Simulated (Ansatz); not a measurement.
Breaking the Te1–H2 bond in FHTe (SMILES F[TeH]) (multiplicity 1 held, fragments rigid). Energies count from the point at 1.668 Å.
Geometry at that point (charge 0, multiplicity 1):
```xyz
3

Te     0.185    -0.061     0.201
H      1.312    -0.309    -1.004
F     -1.216     0.384    -1.047
```

Unrestricted levels (U-) break spin symmetry where that is lower. Active spaces are followed from a long bond inwards. Levels need not reach the same state.

Frozen-core correlation. Filled d and f shells under p-block atoms count as core.

Run with Ansatz (an electronic-structure program). Each number belongs to the level named beside it. In def2 rows elements past Kr take small-core potentials, without spin–orbit coupling.

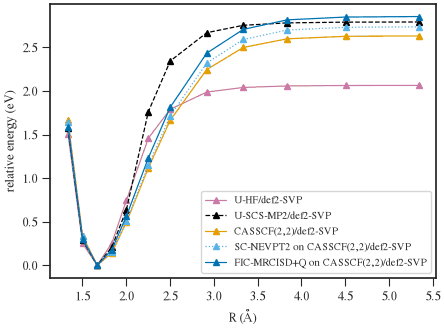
Figure: Relative energy along the coordinate

Read off the U-HF/def2-SVP curve at R = 2.252.

about 1.5 eV

Doubts at one or more of the structures used: a spin-contaminated determinant (U-HF/def2-SVP, U-SCS-MP2/def2-SVP).
